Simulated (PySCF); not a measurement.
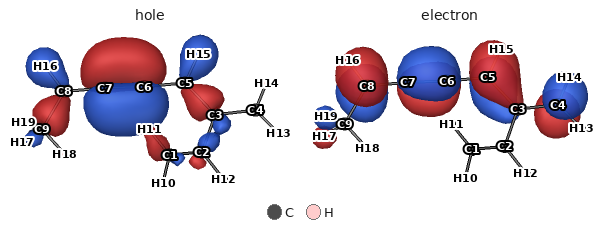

Figure 1: C9H10, SMILES `C=CC(=C)C=C=C=CC`. Leading natural transition orbital pair of T₃ (full linear response triplet states); the surfaces enclose about 78 % of each orbital's density.

Computed with PySCF, B3LYP/6-31G*, geometry: GFN2-xTB. No frequency check shows the geometry to be a minimum. Without diffuse functions Rydberg states are missing, so the states' numbers hold for this basis only.

Give its energy and the atoms that hole and electron lie on.

Answer. 3.73 eV (332 nm), spin-forbidden from the singlet ground state; the leading pair carries 93 %; hole on C6 and C7 (32 % each) and C5 and C8 (5 % each), electron on C8 (21 %), C5 (18 %) and C6 (15 %); their centroids lie 0.4 Å apart. In canonical orbitals it is mainly HOMO−2 → LUMO (47 %). The HOMO–LUMO gap is 4.07 eV.
